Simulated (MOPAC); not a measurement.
Frequency calculation, with input and output: C₂HCl₃Sn (part 2 of 2)

Continued. System: C₂HCl₃Sn. Method: PM6-DH2X, closed shell, dispersion DH2X (MOPAC 23.2.5). The geometry was optimised with PM6-DH2X.

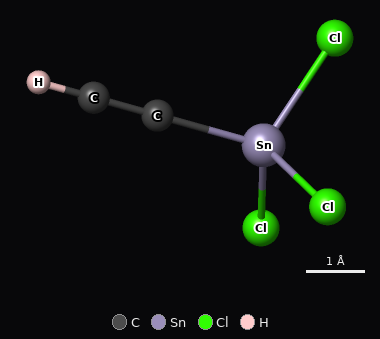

*The structure (ball-and-stick view, seen at a tilt). Sticks mark near contacts.*

Output, continued
```
 VIBRATION          5    1A1         ATOM PAIR     ENERGY CONTRIBUTION    RADIAL
 FREQUENCY           113.60         C 1 -- Sn3         +30.4% (282.7%)    100.0%
 TRANSITION DIPOLE   2.5084         C 2 -- Sn3         +24.5% (253.9%)    100.0%
 TRAVEL (Ang.)       0.1998         C 1 -- H 7         +23.2% (247.2%)    100.0%
 REDUCED MASS       14.8623         C 1 -- C 2          +7.9% (144.2%)     81.6%
 EFFECTIVE MASS    111.3401
 FORCE CONSTANT      0.1130

 VIBRATION          7    3E          ATOM PAIR     ENERGY CONTRIBUTION    RADIAL
 FREQUENCY           349.35         C 1 -- C 2         +52.5% (107.5%)      0.0%
 TRANSITION DIPOLE   1.0729         C 2 -- Sn3         +31.6% ( 83.4%)      0.0%
 TRAVEL (Ang.)       0.1710         C 1 -- H 7          +7.3% ( 40.1%)      0.0%
 REDUCED MASS        6.6008         C 1 -- Sn3          +5.0% ( 33.3%)      0.0%
 EFFECTIVE MASS     15.3354
 FORCE CONSTANT      0.4746

 VIBRATION          8    2A1         ATOM PAIR     ENERGY CONTRIBUTION    RADIAL
 FREQUENCY           355.97         C 1 -- Sn3         +20.9% ( 71.2%)     99.6%
 TRANSITION DIPOLE   1.8235         C 1 -- H 7         +17.6% ( 65.3%)    100.0%
 TRAVEL (Ang.)       0.1367         C 2 -- Sn3         +16.7% ( 63.6%)     99.9%
 REDUCED MASS       10.1336         Sn3 -- Cl4         +13.0% ( 56.2%)     91.1%
 EFFECTIVE MASS     39.3012         Sn3 -- Cl6         +13.0% ( 56.2%)     90.7%
 FORCE CONSTANT      0.7566         Sn3 -- Cl5         +13.0% ( 56.2%)     90.6%

 VIBRATION         10    4E          ATOM PAIR     ENERGY CONTRIBUTION    RADIAL
 FREQUENCY           373.35         Sn3 -- Cl4         +38.8% ( 75.4%)     92.7%
 TRANSITION DIPOLE   5.2076         Sn3 -- Cl6         +31.6% ( 68.0%)     88.3%
 TRAVEL (Ang.)       0.1022         C 2 -- Sn3         +10.7% ( 39.6%)      0.0%
 REDUCED MASS       17.2916         C 1 -- Sn3          +6.7% ( 31.4%)      0.0%
 EFFECTIVE MASS     52.3867
 FORCE CONSTANT      1.4201

 VIBRATION         11    3A1         ATOM PAIR     ENERGY CONTRIBUTION    RADIAL
 FREQUENCY           462.47         C 1 -- Sn3         +33.2% (253.0%)    100.0%
 TRANSITION DIPOLE   2.4765         C 2 -- Sn3         +28.7% (235.2%)    100.0%
 TRAVEL (Ang.)       0.1368         C 1 -- H 7         +28.1% (232.9%)    100.0%
 REDUCED MASS        7.7963         C 1 -- C 2          +9.3% (134.0%)    100.0%
 EFFECTIVE MASS     30.9742
 FORCE CONSTANT      0.9824

 VIBRATION         13    5E          ATOM PAIR     ENERGY CONTRIBUTION    RADIAL
 FREQUENCY           874.48         C 1 -- H 7         +89.8% ( 97.5%)      0.0%
 TRANSITION DIPOLE   0.3974         C 1 -- C 2          +5.9% ( 25.0%)      0.0%
 TRAVEL (Ang.)       0.2676         C 1 -- Sn3          +3.9% ( 20.4%)      0.0%
 REDUCED MASS        1.0765         C 2 -- Sn3          +0.4% (  6.4%)      0.0%
 EFFECTIVE MASS      2.4854
 FORCE CONSTANT      0.4850

 VIBRATION         14    4A1         ATOM PAIR     ENERGY CONTRIBUTION    RADIAL
 FREQUENCY          2312.41         C 1 -- C 2         +53.5% ( 93.7%)    100.0%
 TRANSITION DIPOLE   2.2393         C 2 -- Sn3         +17.8% ( 54.1%)    100.0%
 TRAVEL (Ang.)       0.0834         C 1 -- H 7         +17.3% ( 53.2%)    100.0%
 REDUCED MASS        4.1884         C 1 -- Sn3         +11.4% ( 43.3%)    100.0%
 EFFECTIVE MASS     10.3146
 FORCE CONSTANT     13.1955

 VIBRATION         15    5A1         ATOM PAIR     ENERGY CONTRIBUTION    RADIAL
 FREQUENCY          2863.88         C 1 -- H 7         +79.1% ( 96.8%)    100.0%
 TRANSITION DIPOLE   0.9942         C 1 -- C 2         +12.9% ( 39.1%)    100.0%
 TRAVEL (Ang.)       0.1481         C 1 -- Sn3          +6.7% ( 28.3%)    100.0%
 REDUCED MASS        1.0737         C 2 -- Sn3          +1.2% ( 12.2%)    100.0%
 EFFECTIVE MASS      3.1045
 FORCE CONSTANT      5.1884

      SYMMETRY NUMBER FOR POINT-GROUP C3v =  3

          SYSTEM IS A GROUND STATE

 C#[C][Sn]([Cl])([Cl])[Cl]
 job C2HCl3Sn

          MOLECULE IS NOT LINEAR

          THERE ARE 15 GENUINE VIBRATIONS IN THIS SYSTEM
          THIS THERMODYNAMICS CALCULATION IS LIMITED TO
          MOLECULES WHICH HAVE NO INTERNAL ROTATIONS

                    CALCULATED THERMODYNAMIC PROPERTIES
                                          *
   TEMP. (K)   PARTITION FUNCTION   H.O.F.    ENTHALPY  HEAT CAPACITY ENTROPY
                                   KCAL/MOL   CAL/MOLE    CAL/K/MOL  CAL/K/MOL

 298.00  VIB.     0.4668D+03                  3662.0458    19.9323    24.5017
         ROT.     0.2908D+06                   888.2803     2.9808    27.9804
         INT.     0.1357D+09                  4550.3261    22.9131    52.4822
         TRA.     0.3823D+28                  1480.4672     4.9680    42.4480
         TOT.                      -22.739    6030.7933    27.8811    94.9302

 200.00  VIB.     0.5367D+02                  1859.1742    16.5279    17.2106
         ROT.     0.1599D+06                   596.1613     2.9808    26.7918
         INT.     0.8580D+07                  2455.3355    19.5087    44.0024
         TRA.     0.2102D+28                   993.6021     4.9680    40.4669
         TOT.                      -25.321    3448.9376    24.4767    84.4693

 210.00  VIB.     0.6772D+02                  2026.7200    16.9764    18.0280
         ROT.     0.1720D+06                   625.9693     2.9808    26.9372
         INT.     0.1165D+08                  2652.6894    19.9572    44.9652
         TRA.     0.2262D+28                  1043.2822     4.9680    40.7093
         TOT.                      -25.074    3695.9716    24.9253    85.6744

 220.00  VIB.     0.8523D+02                  2198.6106    17.3972    18.8275
         ROT.     0.1844D+06                   655.7774     2.9808    27.0759
         INT.     0.1572D+08                  2854.3880    20.3780    45.9034
         TRA.     0.2425D+28                  1092.9623     4.9680    40.9404
         TOT.                      -24.823    3947.3503    25.3460    86.8438

 230.00  VIB.     0.1070D+03                  2374.5790    17.7924    19.6097
         ROT.     0.1972D+06                   685.5855     2.9808    27.2084
         INT.     0.2109D+08                  3060.1645    20.7732    46.8181
         TRA.     0.2592D+28                  1142.6424     4.9680    41.1612
         TOT.                      -24.567    4202.8069    25.7412    87.9793

 240.00  VIB.     0.1339D+03                  2554.3786    18.1638    20.3748
         ROT.     0.2102D+06                   715.3935     2.9808    27.3352
         INT.     0.2814D+08                  3269.7722    21.1446    47.7101
         TRA.     0.2763D+28                  1192.3226     4.9680    41.3727
         TOT.                      -24.308    4462.0947    26.1126    89.0827

 250.00  VIB.     0.1672D+03                  2737.7814    18.5133    21.1235
         ROT.     0.2234D+06                   745.2016     2.9808    27.4569
         INT.     0.3735D+08                  3482.9830    21.4941    48.5804
         TRA.     0.2938D+28                  1242.0027     4.9680    41.5755
         TOT.                      -24.045    4724.9856    26.4621    90.1559

 260.00  VIB.     0.2081D+03                  2924.5759    18.8424    21.8561
         ROT.     0.2370D+06                   775.0097     2.9808    27.5738
         INT.     0.4931D+08                  3699.5856    21.8232    49.4299
         TRA.     0.3116D+28                  1291.6828     4.9680    41.7703
         TOT.                      -23.779    4991.2684    26.7912    91.2002

 270.00  VIB.     0.2584D+03                  3114.5665    19.1527    22.5731
         ROT.     0.2508D+06                   804.8177     2.9808    27.6863
         INT.     0.6479D+08                  3919.3843    22.1335    50.2594
         TRA.     0.3297D+28                  1341.3629     4.9680    41.9578
         TOT.                      -23.509    5260.7471    27.1015    92.2172

 280.00  VIB.     0.3199D+03                  3307.5715    19.4455    23.2749
         ROT.     0.2648D+06                   834.6258     2.9808    27.7947
         INT.     0.8472D+08                  4142.1973    22.4263    51.0697
         TRA.     0.3482D+28                  1391.0430     4.9680    42.1385
         TOT.                      -23.237    5533.2403    27.3943    93.2082

 290.00  VIB.     0.3950D+03                  3503.4222    19.7220    23.9622
         ROT.     0.2791D+06                   864.4339     2.9808    27.8993
         INT.     0.1103D+09                  4367.8560    22.7028    51.8615
         TRA.     0.3670D+28                  1440.7231     4.9680    42.3128
         TOT.                      -22.962    5808.5791    27.6708    94.1743

 300.00  VIB.     0.4865D+03                  3701.9617    19.9834    24.6352
         ROT.     0.2937D+06                   894.2419     2.9808    28.0004
         INT.     0.1429D+09                  4596.2036    22.9643    52.6356
         TRA.     0.3862D+28                  1490.4032     4.9680    42.4812
         TOT.                      -22.683    6086.6068    27.9323    95.1169

 310.00  VIB.     0.5976D+03                  3903.0443    20.2308    25.2946
         ROT.     0.3085D+06                   924.0500     2.9808    28.0981
         INT.     0.1844D+09                  4827.0943    23.2116    53.3927
         TRA.     0.4057D+28                  1540.0833     4.9680    42.6441
         TOT.                      -22.403    6367.1776    28.1796    96.0368

 320.00  VIB.     0.7322D+03                  4106.5344    20.4651    25.9406
         ROT.     0.3236D+06                   953.8580     2.9808    28.1928
         INT.     0.2369D+09                  5060.3925    23.4459    54.1333
         TRA.     0.4254D+28                  1589.7634     4.9680    42.8019
         TOT.                      -22.120    6650.1559    28.4139    96.9352

 330.00  VIB.     0.8948D+03                  4312.3059    20.6872    26.5738
         ROT.     0.3388D+06                   983.6661     2.9808    28.2845
         INT.     0.3032D+09                  5295.9720    23.6680    54.8582
         TRA.     0.4455D+28                  1639.4435     4.9680    42.9547
         TOT.                      -21.835    6935.4155    28.6360    97.8130

 340.00  VIB.     0.1091D+04                  4520.2413    20.8980    27.1945
         ROT.     0.3544D+06                  1013.4742     2.9808    28.3735
         INT.     0.3865D+09                  5533.7154    23.8788    55.5680
         TRA.     0.4659D+28                  1689.1236     4.9680    43.1031
         TOT.                      -21.547    7222.8391    28.8468    98.6710

 350.00  VIB.     0.1326D+04                  4730.2314    21.0983    27.8032
         ROT.     0.3701D+06                  1043.2822     2.9808    28.4599
         INT.     0.4909D+09                  5773.5136    24.0791    56.2631
         TRA.     0.4867D+28                  1738.8037     4.9680    43.2471
         TOT.                      -21.258    7512.3174    29.0471    99.5101

 360.00  VIB.     0.1609D+04                  4942.1747    21.2888    28.4002
         ROT.     0.3861D+06                  1073.0903     2.9808    28.5439
         INT.     0.6211D+09                  6015.2650    24.2696    56.9441
         TRA.     0.5077D+28                  1788.4838     4.9680    43.3870
         TOT.                      -20.966    7803.7488    29.2376   100.3311

 370.00  VIB.     0.1947D+04                  5155.9766    21.4701    28.9860
         ROT.     0.4023D+06                  1102.8984     2.9808    28.6255
         INT.     0.7832D+09                  6258.8749    24.4509    57.6115
         TRA.     0.5290D+28                  1838.1639     4.9680    43.5231
         TOT.                      -20.673    8097.0389    29.4190   101.1347

 380.00  VIB.     0.2350D+04                  5371.5491    21.6430    29.5609
         ROT.     0.4187D+06                  1132.7064     2.9808    28.7050
         INT.     0.9841D+09                  6504.2556    24.6238    58.2659
         TRA.     0.5505D+28                  1887.8440     4.9680    43.6556
         TOT.                      -20.378    8392.0996    29.5918   101.9216

 390.00  VIB.     0.2831D+04                  5588.8106    21.8080    30.1252
         ROT.     0.4353D+06                  1162.5145     2.9808    28.7824
         INT.     0.1232D+10                  6751.3251    24.7888    58.9077
         TRA.     0.5724D+28                  1937.5242     4.9680    43.7847
         TOT.                      -20.081    8688.8493    29.7568   102.6924

 400.00  VIB.     0.3402D+04                  5807.6850    21.9657    30.6794
         ROT.     0.4522D+06                  1192.3226     2.9808    28.8579
         INT.     0.1538D+10                  7000.0076    24.9465    59.5373
         TRA.     0.5946D+28                  1987.2043     4.9680    43.9105
         TOT.                      -19.783    8987.2118    29.9145   103.4477

   *: NOTE: HEATS OF FORMATION ARE RELATIVE TO THE
            ELEMENTS IN THEIR STANDARD STATE AT 298K
              (=  Standard Enthalpy of Formation).

            Hvib:  Zero-point energy is not included.
                   frequencies of less than zero cm-1 are not included.
            Hrot = (3/2)RT
            Htra = (3/2)RT + pV = (5/2)RT

            Heat capacity is Cp, not Cv

           FORCE CONSTANT IN CARTESIAN COORDINATES (Millidynes/A)

    ATOM   CHEMICAL       X               Y               Z
   NUMBER   SYMBOL  FORCE CONSTANT  FORCE CONSTANT  FORCE CONSTANT

      1       C       23.502447        1.160065        1.157469
      2       C       21.928966        0.826153        0.823701
      3      Sn        3.558073        2.974827        2.974759
      4      Cl        0.357191        1.902174        0.182864
      5      Cl        0.383328        0.935183        1.123717
      6      Cl        0.376074        0.267574        1.798580
      7       H        4.337869        0.361179        0.360717

 *                    *
 * JOB ENDED NORMALLY *
 *                    *

 TOTAL JOB TIME:             0.21 SECONDS

 == MOPAC DONE ==
```

The run was set up as follows.

Input (input.mop)
```
force charge=0 thermo pm6-dh2x aux(precision=6) t=10m threads=1
job C2HCl3Sn
C#[C][Sn]([Cl])([Cl])[Cl]
C 1.608792 1 -1.385826 1 0.617463 1
C 0.736278 1 -0.633673 1 0.274380 1
Sn -0.714409 1 0.621142 1 -0.296636 1
Cl -2.555466 1 -0.542377 1 -1.101850 1
Cl 0.026297 1 2.037296 1 -1.981309 1
Cl -1.424294 1 1.936854 1 1.480200 1
H 2.362359 1 -2.036517 1 0.913921 1
```

Launch command:
```bash
mopac input.mop
```

Key numbers

- outcome: converged
- heat of formation: −22.74 kcal/mol
- basis functions: 40
- zero-point energy: 0.022024 hartree
- wavenumbers, lowest and highest: 78 and 2864 cm⁻¹
- hardware: 1 thread of Arm Neoverse V1, 24 GiB of memory available, shared host
- peak memory: 0.071 GiB

Remarks

MOPAC's energies along a path are heats of formation.
